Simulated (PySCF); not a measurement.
# C2H13Ge3N: geometry, NMR shifts and electronic excitations

What NMR shifts and electronic excitations should C2H13Ge3N (`CC[NH][GeH2][GeH2][GeH3]`) show?

The runs use PySCF 2.14.0, with density-fitted response routines of our own; the level of theory stands in each step. All values are computed, except where a source is named. Atoms are numbered from 0 throughout.

### Step 1. The starting structure

19 atoms, charge 0, multiplicity 1; geometry from: GFN2-xTB.

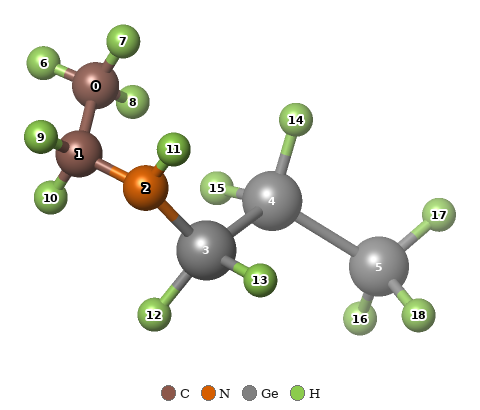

As it starts; carbon brown, nitrogen orange, germanium grey, hydrogen green, atoms numbered.

### Step 2. Geometry optimisation at PBE0-D3(BJ)/def2-SVP

Job settings and geometry (Å):

```
{"job": {"xc": "PBE0", "basis": "def2-SVP", "d3": "d3bj", "grid": 1, "kind": "geom"}, "charge": 0, "multiplicity": 1}
C     -2.568271     0.493116     0.765616
C     -2.506253    -0.754555    -0.111052
N     -1.374368    -1.618461     0.165632
Ge     0.288770    -1.223538    -0.460316
Ge     1.390284     0.796118     0.294821
Ge     3.753641     1.019854     0.064709
H     -3.431587     1.098944     0.501963
H     -2.645957     0.214804     1.815309
H     -1.665709     1.092404     0.632308
H     -3.425506    -1.337504     0.019670
H     -2.438936    -0.461564    -1.162449
H     -1.397586    -1.919602     1.132254
H      0.106983    -1.223613    -1.961361
H      1.080078    -2.462063    -0.107742
H      1.038033     1.049964     1.754180
H      0.741163     2.013316    -0.346607
H      4.169607     1.751950    -1.177565
H      4.390720     1.769342     1.198259
H      4.485090    -0.289660     0.005235
```

What it wrote:

```text
step   0  E = -6367.98015743  max force = 0.015297
step   1  E = -6367.98714489  max force = 0.005700
step   2  E = -6367.98791071  max force = 0.001503
step   3  E = -6367.98798050  max force = 0.000420
step   4  E = -6367.98807093  max force = 0.000913
step   5  E = -6367.98811357  max force = 0.001008
step   6  E = -6367.98816849  max force = 0.000623
step   7  E = -6367.98820502  max force = 0.000499
step   8  E = -6367.98823776  max force = 0.000848
step   9  E = -6367.98828410  max force = 0.000868
step  10  E = -6367.98838308  max force = 0.000583
step  11  E = -6367.98843850  max force = 0.000722
step  12  E = -6367.98847155  max force = 0.000713
step  13  E = -6367.98851253  max force = 0.000618
step  14  E = -6367.98854386  max force = 0.000453
step  15  E = -6367.98855555  max force = 0.000460
step  16  E = -6367.98855719  max force = 0.000441
optimisation converged
```

Run time: 9 min. Hardware: 1 thread, shared host.

The steps of the relaxation:

| step | energy from step 0 (eV) | largest force component (eV/Å) |
| --- | --- | --- |
| 0 | 0.0000 | 0.7866 |
| 1 | -0.1901 | 0.2931 |
| 2 | -0.2110 | 0.0773 |
| 3 | -0.2129 | 0.0216 |
| 4 | -0.2153 | 0.0469 |
| 5 | -0.2165 | 0.0518 |
| 6 | -0.2180 | 0.0320 |
| 7 | -0.2190 | 0.0257 |
| 8 | -0.2199 | 0.0436 |
| 9 | -0.2211 | 0.0446 |
| 10 | -0.2238 | 0.0300 |
| 11 | -0.2253 | 0.0371 |
| 12 | -0.2262 | 0.0367 |
| 13 | -0.2274 | 0.0318 |
| 14 | -0.2282 | 0.0233 |
| 15 | -0.2285 | 0.0237 |
| 16 | -0.2286 | 0.0227 |

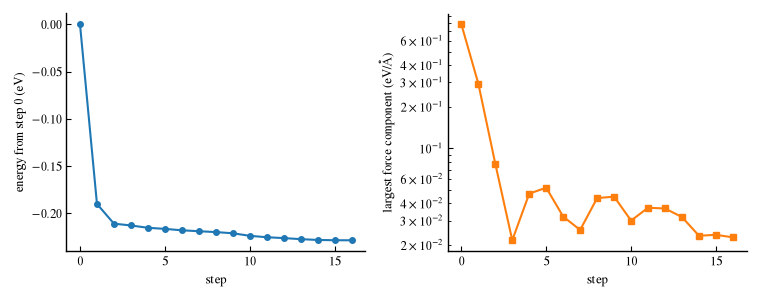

Energy and largest force along the relaxation.

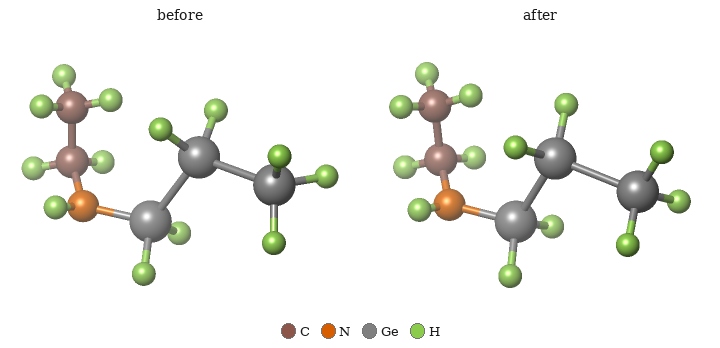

Before and after, at one scale.

Close pairs (by a distance rule), those that changed most:

| bond | before (Å) | after (Å) | change (Å) |
| --- | --- | --- | --- |
| Ge4–Ge5 | 2.385 | 2.426 | +0.041 |
| Ge5–H16 | 1.501 | 1.541 | +0.040 |
| Ge5–H18 | 1.501 | 1.541 | +0.040 |
| Ge5–H17 | 1.501 | 1.541 | +0.040 |
| Ge3–H12 | 1.512 | 1.543 | +0.031 |
| Ge3–H13 | 1.511 | 1.542 | +0.031 |
| Ge4–H15 | 1.521 | 1.545 | +0.024 |
| Ge4–H14 | 1.523 | 1.545 | +0.023 |

The final coordinates are the input of the step that follows.

| at the end point | value |
| --- | --- |
| point group (found at 0.08 Å tolerance) | C1 |
| rotational constants (GHz, main isotopes) | 2.288, 0.410, 0.359 |
| dipole moment (D) | 1.11 |

### Step 3. Shielding tensors: PBE0/pcSseg-1

Job settings and geometry (Å):

```
{"job": {"kind": "nmr", "xc": "PBE0", "basis": "pcSseg-1"}, "charge": 0, "multiplicity": 1}
C     -2.528498     0.368474     1.046900
C     -2.368994    -0.802653     0.085524
N     -1.277224    -1.705623     0.378568
Ge     0.443449    -1.355493    -0.161348
Ge     1.535852     0.554232     0.899252
Ge     3.875088     0.719039     0.275870
H     -3.395758     0.992276     0.778077
H     -2.680877     0.011663     2.078584
H     -1.635608     1.013748     1.046420
H     -3.312855    -1.378723     0.056864
H     -2.231464    -0.420820    -0.941261
H     -1.351421    -2.121834     1.302642
H      0.374131    -1.115197    -1.683567
H      1.261006    -2.625205     0.150437
H      1.432287     0.414520     2.434522
H      0.822031     1.869395     0.515163
H      4.006182     0.902074    -1.248658
H      4.566657     1.908139     0.970370
H      4.616427    -0.573690     0.669438
```

With the program's defaults for keys left out, this is: GIAO PBE0/pcSseg-1 NMR shielding, non-relativistic, gas phase.

What it wrote:

```text
coarse grid: 69864 points
cycle   1  E = -6368.0432646009  dE = -1.865e+00  |g| = 1.457e+00  |ddm| = 4.018e+00
cycle   2  E = -6367.9473411368  dE =  9.592e-02  |g| = 1.494e+00  |ddm| = 1.509e+00
cycle   3  E = -6368.1632529860  dE = -2.159e-01  |g| = 2.666e-01  |ddm| = 1.187e+00
cycle   4  E = -6368.1771611294  dE = -1.391e-02  |g| = 9.848e-02  |ddm| = 3.244e-01
cycle   5  E = -6368.1789481211  dE = -1.787e-03  |g| = 1.195e-02  |ddm| = 9.622e-02
cycle   6  E = -6368.1789807943  dE = -3.267e-05  |g| = 3.056e-03  |ddm| = 1.695e-02
cycle   7  E = -6368.1789836106  dE = -2.816e-06  |g| = 8.208e-04  |ddm| = 3.593e-03
final grid: 142360 points
cycle   8  E = -6368.1788833194  dE = -7.909e-08  |g| = 9.650e-04  |ddm| = 2.436e-03
cycle   9  E = -6368.1788832528  dE =  6.658e-08  |g| = 1.176e-03  |ddm| = 1.425e-03
cycle  10  E = -6368.1788834856  dE = -2.328e-07  |g| = 6.000e-05  |ddm| = 7.452e-04
cycle  11  E = -6368.1788834863  dE = -7.049e-10  |g| = 2.222e-05  |ddm| = 7.853e-05
converged SCF energy = -6368.1788834863

GIAO shielding tensors (ppm)
atom      isotropic    diamagn.    paramagn.     s11        s22        s33       span
  0 C      161.009     249.265     -88.255    143.791    157.685    181.552     37.762
  1 C      139.412     243.420    -104.008    115.594    134.101    168.542     52.948
  2 N      231.177     326.699     -95.522    200.204    216.806    276.521     76.317
  3 Ge    1436.590    2757.561   -1320.971   1267.246   1402.528   1639.996    372.750
  4 Ge    1661.448    2758.853   -1097.405   1644.882   1655.983   1683.480     38.597
  5 Ge    1660.263    2755.518   -1095.256   1648.332   1654.732   1677.724     29.392
  6 H       30.218      28.746       1.472     26.108     26.740     37.806     11.698
  7 H       30.421      30.071       0.350     27.463     28.099     35.700      8.237
  8 H       29.973      32.713      -2.740     24.345     30.495     35.079     10.734
  9 H       28.118      27.592       0.527     21.525     27.199     35.631     14.106
 10 H       28.828      31.060      -2.233     24.236     28.329     33.917      9.681
 11 H       31.990      34.110      -2.120     22.765     31.099     42.105     19.340
 12 H       26.473      29.918      -3.446     19.304     23.279     36.835     17.531
 13 H       26.403      29.672      -3.269     18.923     23.290     36.996     18.073
 14 H       27.806      30.639      -2.833     20.941     23.555     38.922     17.980
 15 H       27.691      30.601      -2.911     20.605     23.899     38.568     17.963
 16 H       27.755      27.857      -0.102     20.955     23.267     39.043     18.089
 17 H       27.501      27.249       0.252     20.709     22.079     39.713     19.004
 18 H       27.750      27.768      -0.018     20.954     23.245     39.051     18.097
```

It took 59 s on 1 thread, shared host.

The references, computed at this level on geometries of the same kind, shield at (ppm): 1H TMS 31.27, 13C TMS 184.4, 15N NH3 265.7, 73Ge GeMe4 1330. Their shielding less the atom's gives the shift. The references are single molecules in the gas phase, so shifts against H2O, NH3, PH3, H3PO4 or CFCl3 are not on the usual liquid scales and can be off by tens of ppm. Atoms listed in one row are averaged.

| atoms | environment | σ (ppm) | δ (ppm) |
| --- | --- | --- | --- |
| C1 | sp3 CH2 bonded to N | 139.4 | 45.0 |
| C0 | methyl carbon | 161.0 | 23.4 |
| H12, H13 | hydrogen on a germanium bonded to Ge, N | 26.44 | 4.83 |
| H16, H17, H18 | hydrogen on a germanium bonded to Ge | 27.67 | 3.60 |
| H14, H15 | hydrogen on a germanium bonded to 2 Ge | 27.75 | 3.52 |
| H9, H10 | hydrogen on an sp3 CH2 bonded to N | 28.47 | 2.79 |
| H6, H7, H8 | hydrogen on a methyl carbon | 30.20 | 1.06 |
| H11 | hydrogen on a nitrogen bonded to C, Ge | 31.99 | -0.72 |
| N2 | nitrogen bonded to C, Ge, H | 231.2 | 34.5 |
| Ge3 | germanium bonded to Ge, N, 2 H | 1437 | -106 |
| Ge5 | germanium bonded to Ge, 3 H | 1660 | -330 |
| Ge4 | germanium bonded to 2 Ge, 2 H | 1661 | -331 |

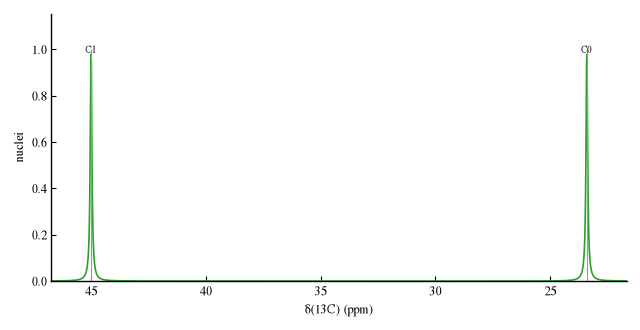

13C lines at the computed shifts, without couplings. Lines are broadened to a width of 0.09 ppm (Lorentzian).

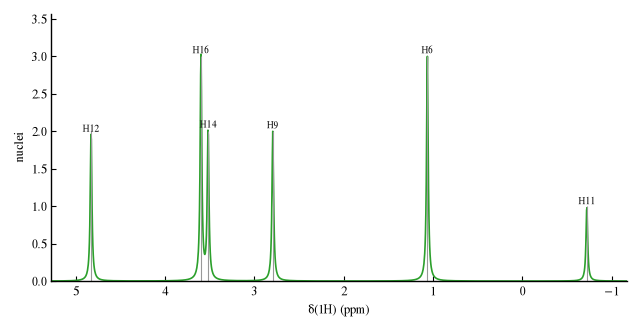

1H lines at the computed shifts, without couplings. Lines are broadened to a width of 0.02 ppm (Lorentzian).

The run also stored atomic charges by several schemes (e):

| atoms | Mulliken | IAO | Hirshfeld | ESP fit |
| --- | --- | --- | --- | --- |
| C0 | -0.31 | -0.42 | -0.12 | -0.30 |
| C1 | -0.06 | -0.13 | -0.02 | 0.32 |
| N2 | -0.71 | -0.62 | -0.25 | -0.83 |
| Ge3 | 0.41 | 0.51 | 0.28 | 0.37 |
| Ge4 | -0.18 | 0.04 | 0.12 | -0.02 |
| Ge5 | 0.02 | 0.20 | 0.19 | 0.06 |

IAO charges:

C0 -0.42; C1 -0.13; N2 -0.62; Ge3 0.51; Ge4 0.04; Ge5 0.20; H6 0.14; H7 0.13; H8 0.13; H9 0.13; H10 0.13; H11 0.25; H12 -0.09; H13 -0.08; H14 -0.06; H15 -0.06; H16 -0.07; H17 -0.06; H18 -0.07

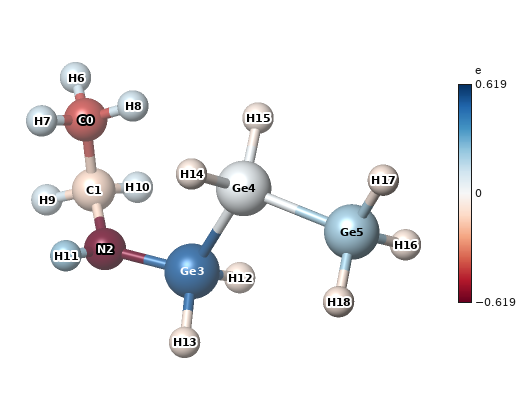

IAO charges, as colours on the atoms.

Mayer bond orders: C0–C1 1.04, C1–N2 0.97, N2–Ge3 0.91, Ge3–Ge4 0.86, Ge4–Ge5 0.92.

### Step 4. Excited states and response: PBE0/def2-SVPD

The job, as its differences from that of step 3:

```diff
@@ -1,2 +1,2 @@
-{"job": {"kind": "nmr", "xc": "PBE0", "basis": "pcSseg-1"}, "charge": 0, "multiplicity": 1}
+{"job": {"kind": "uv", "xc": "PBE0", "basis": "def2-SVPD", "ip": true}, "charge": 0, "multiplicity": 1}
 C     -2.528498     0.368474     1.046900
```

Method: TDDFT PBE0/def2-SVPD, vertical, gas phase, core orbitals frozen in the response.

What it wrote:

```text
coarse grid: 69864 points
cycle   1  E = -6367.9216590638  dE = -1.696e+00  |g| = 6.815e-01  |ddm| = 5.310e+00
cycle   2  E = -6367.8642069119  dE =  5.745e-02  |g| = 8.556e-01  |ddm| = 1.990e+00
cycle   3  E = -6367.9815797797  dE = -1.174e-01  |g| = 1.449e-01  |ddm| = 1.334e+00
cycle   4  E = -6367.9863906849  dE = -4.811e-03  |g| = 2.243e-02  |ddm| = 2.399e-01
cycle   5  E = -6367.9864797619  dE = -8.908e-05  |g| = 6.978e-03  |ddm| = 4.406e-02
cycle   6  E = -6367.9864936645  dE = -1.390e-05  |g| = 1.497e-03  |ddm| = 1.657e-02
cycle   7  E = -6367.9864942323  dE = -5.678e-07  |g| = 3.546e-04  |ddm| = 2.434e-03
final grid: 142360 points
cycle   8  E = -6367.9864019285  dE = -1.697e-07  |g| = 4.123e-04  |ddm| = 1.076e-02
cycle   9  E = -6367.9864019154  dE =  1.303e-08  |g| = 4.985e-04  |ddm| = 1.185e-03
cycle  10  E = -6367.9864019652  dE = -4.982e-08  |g| = 5.146e-05  |ddm| = 6.245e-04
cycle  11  E = -6367.9864019658  dE = -5.348e-10  |g| = 1.731e-05  |ddm| = 1.073e-04
converged SCF energy = -6367.9864019658

Static polarisability (au): isotropic 140.194, principal 111.479 128.115 180.986

Singlet excitations
state   eV       nm        f      main configurations
  1   5.0600    245.0   0.11185   H->L 0.87
  2   5.6104    221.0   0.05156   H->L+2 0.92
  3   5.7127    217.0   0.18117   H->L+1 0.92
  4   5.8337    212.5   0.00136   H->L+3 0.54, H->L+4 0.37
  5   5.9492    208.4   0.00424   H->L+4 0.55, H->L+3 0.35
  6   6.2810    197.4   0.01235   H->L+5 0.87
  7   6.5158    190.3   0.05228   H->L+6 0.84
  8   6.7608    183.4   0.00226   H->L+7 0.79, H-1->L 0.15
  9   6.9137    179.3   0.09033   H->L+8 0.61, H-1->L 0.17
 10   6.9383    178.7   0.17486   H-1->L 0.52, H->L+8 0.17, H->L+7 0.12

Triplet excitations (Tamm-Dancoff, eV): 4.5273 5.2290 5.4904 5.5582
Vertical ionisation energy (delta-SCF) = 7.9822 eV
```

Wall time 3.3 min (1 thread, shared host).

Frontier orbitals and where they lie:

| orbital | eV | atoms |
| --- | --- | --- |
| HOMO−3 | -9.09 | Ge4 22 %, H14 14 %, H15 12 % |
| HOMO−2 | -8.47 | Ge3 24 %, Ge4 24 %, N2 11 % |
| HOMO−1 | -8.16 | Ge4 29 %, Ge5 29 %, N2 7 % |
| HOMO | -6.39 | N2 47 %, Ge4 12 %, Ge3 10 % |
| LUMO | -0.30 | Ge5 24 %, Ge3 16 %, Ge4 16 % |
| LUMO+1 | 0.15 | Ge4 26 %, Ge5 14 %, Ge3 14 % |
| LUMO+2 | 0.24 | Ge3 21 %, Ge4 20 %, Ge5 12 % |

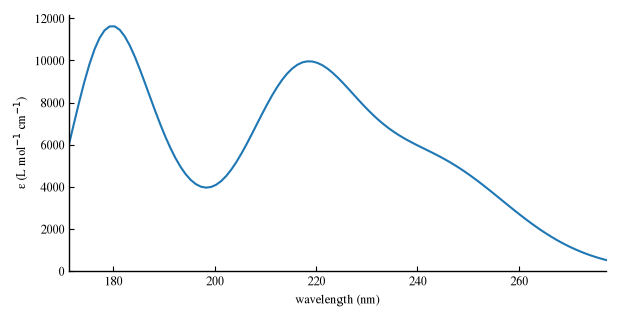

Absorption spectrum: each of the 10 states is a Gaussian band of 0.4 eV half-width at 1/e. Beyond the last state computed it falls off for lack of states.

Ground-state properties from the same run:

| property | computed |
| --- | --- |
| dipole moment (D) | 1.01 |
| polarisability (Å³) | 20.77 |
| HOMO–LUMO gap (eV) | 6.08 |
| −ε(HOMO) (eV) | 6.39 |

### Step 5. Shielding tensors: wB97X-D/pcSseg-1

The job, as its differences from that of step 4:

```diff
@@ -1,2 +1,2 @@
-{"job": {"kind": "uv", "xc": "PBE0", "basis": "def2-SVPD", "ip": true}, "charge": 0, "multiplicity": 1}
+{"job": {"kind": "nmr", "xc": "wB97X-D", "basis": "pcSseg-1", "pop": false}, "charge": 0, "multiplicity": 1}
 C     -2.528498     0.368474     1.046900
```

Method: GIAO wB97X-D/pcSseg-1 NMR shielding, non-relativistic, gas phase.

What it wrote:

```text
coarse grid: 69864 points
cycle   1  E = -6369.1777285213  dE = -1.864e+00  |g| = 1.395e+00  |ddm| = 3.982e+00
cycle   2  E = -6369.1764109986  dE =  1.318e-03  |g| = 1.243e+00  |ddm| = 1.175e+00
cycle   3  E = -6369.3017253573  dE = -1.253e-01  |g| = 1.203e-01  |ddm| = 6.939e-01
cycle   4  E = -6369.3035536037  dE = -1.828e-03  |g| = 4.697e-02  |ddm| = 1.020e-01
cycle   5  E = -6369.3039853174  dE = -4.317e-04  |g| = 5.615e-03  |ddm| = 3.782e-02
cycle   6  E = -6369.3039956664  dE = -1.035e-05  |g| = 1.602e-03  |ddm| = 1.070e-02
cycle   7  E = -6369.3039963459  dE = -6.794e-07  |g| = 3.589e-04  |ddm| = 1.913e-03
final grid: 142360 points
cycle   8  E = -6369.3032498174  dE = -2.502e-06  |g| = 6.823e-04  |ddm| = 4.042e-03
cycle   9  E = -6369.3032498911  dE = -7.372e-08  |g| = 5.150e-04  |ddm| = 9.617e-04
cycle  10  E = -6369.3032499405  dE = -4.941e-08  |g| = 7.213e-05  |ddm| = 3.458e-04
cycle  11  E = -6369.3032499423  dE = -1.777e-09  |g| = 3.238e-05  |ddm| = 1.214e-04
cycle  12  E = -6369.3032499425  dE = -2.092e-10  |g| = 9.462e-06  |ddm| = 3.420e-05
converged SCF energy = -6369.3032499425

GIAO shielding tensors (ppm)
atom      isotropic    diamagn.    paramagn.     s11        s22        s33       span
  0 C      161.173     249.036     -87.863    143.760    158.256    181.503     37.743
  1 C      140.510     243.184    -102.674    117.338    134.944    169.248     51.910
  2 N      236.663     327.140     -90.477    202.755    223.113    284.120     81.365
  3 Ge    1438.811    2757.385   -1318.574   1270.289   1401.796   1644.348    374.059
  4 Ge    1661.924    2758.987   -1097.063   1644.951   1656.468   1684.353     39.402
  5 Ge    1661.463    2755.104   -1093.642   1650.115   1657.398   1676.876     26.760
  6 H       30.355      28.793       1.562     26.247     26.874     37.943     11.696
  7 H       30.511      30.156       0.355     27.534     28.195     35.803      8.270
  8 H       30.097      33.104      -3.007     24.459     30.653     35.179     10.720
  9 H       28.311      27.641       0.670     21.770     27.367     35.797     14.027
 10 H       29.004      31.309      -2.305     24.425     28.467     34.120      9.695
 11 H       32.235      34.228      -1.993     22.972     31.241     42.493     19.522
 12 H       26.675      30.212      -3.537     19.527     23.458     37.040     17.513
 13 H       26.609      29.854      -3.245     19.139     23.466     37.223     18.084
 14 H       27.980      30.888      -2.908     21.105     23.730     39.104     17.999
 15 H       27.861      31.000      -3.139     20.768     24.082     38.733     17.965
 16 H       27.905      27.979      -0.074     21.105     23.426     39.184     18.078
 17 H       27.683      27.249       0.435     20.930     22.275     39.846     18.916
 18 H       27.897      27.809       0.088     21.100     23.406     39.184     18.084
```

Run time: 79 s. Hardware: 1 thread, shared host.

Key values: δ C1 44.0, C0 23.4, N2 27.3, Ge3 -109, H12 4.74, H16 3.55 ppm (means over like atoms).

### Step 6. Comparing the runs: NMR shifts

Shifts (ppm) of some atoms, chosen among heavy atoms and hydrogens apart, means over like atoms, with basis size and wall time:

| run | C1 | H12 | H11 | N2 | Ge3 | Ge5 | Ge4 | functions | time |
| --- | --- | --- | --- | --- | --- | --- | --- | --- | --- |
| PBE0/pcSseg-1 | 45.0 | 4.83 | -0.72 | 34.5 | -106 | -330 | -331 | 239 | 59 s |
| wB97X-D/pcSseg-1 | 44.0 | 4.74 | -0.86 | 27.3 | -109 | -332 | -332 | 239 | 79 s |

### Step 7. Summary of results

| quantity | value |
| --- | --- |
| point group | C1 |
| rotational constants (main isotopes) | 2.29, 0.41, 0.36 GHz |
| 13C shifts against TMS (PBE0/pcSseg-1) | 45.0, 23.4 ppm |
| 1H shifts against TMS (PBE0/pcSseg-1, means over atoms taken as alike) | 4.83, 3.60, 3.52, 2.79, 1.06, -0.72 ppm |
| 15N shifts against NH3 (PBE0/pcSseg-1) | 34.5 ppm |
| 73Ge shifts against GeMe4 (PBE0/pcSseg-1) | -106, -330, -331 ppm |
| lowest singlet (PBE0/def2-SVPD) | 5.06 eV (245 nm), f = 0.112 |
| brightest single state of those computed | state 3, 5.71 eV, f = 0.181 |
| lowest triplet | 4.53 eV |
| vertical ionisation energy (ΔSCF) | 7.98 eV |
| range of the shift of N2 | 27.3 to 34.5 ppm |

In words: Over 16 steps the energy fell by 0.229 eV; of the close pairs, Ge4–Ge5 changed most, 2.385 to 2.426 Å. No frequency check was run at this level, so the end point may be a saddle. C1 (sp3 CH2 bonded to N) lies farthest downfield among carbon, at 45.0 ppm; deshielded by the electronegative neighbour. At PBE0/pcSseg-1: The widest tensor belongs to Ge3: span 373 ppm, with a paramagnetic part of -1321 ppm. The lowest singlet, at 5.06 eV, is HOMO→LUMO 0.87 and is bright; of the 10 states computed, the strongest absorption comes from states 9 to 10 together at 6.94 eV (the last computed, so partners may be missing). The lowest triplet lies 0.53 eV below the lowest singlet (triplets in Tamm-Dancoff, singlets in full TDDFT). ΔSCF puts the ionisation energy at 7.98 eV, 1.60 eV above −ε(HOMO). In ppm, N2 moves most: its shift spreads over 7.2 ppm, from 27.3 (wB97X-D/pcSseg-1) to 34.5 (PBE0/pcSseg-1). Spin-orbit coupling is left out, which matters for shieldings and couplings at and beside the heavy atoms.
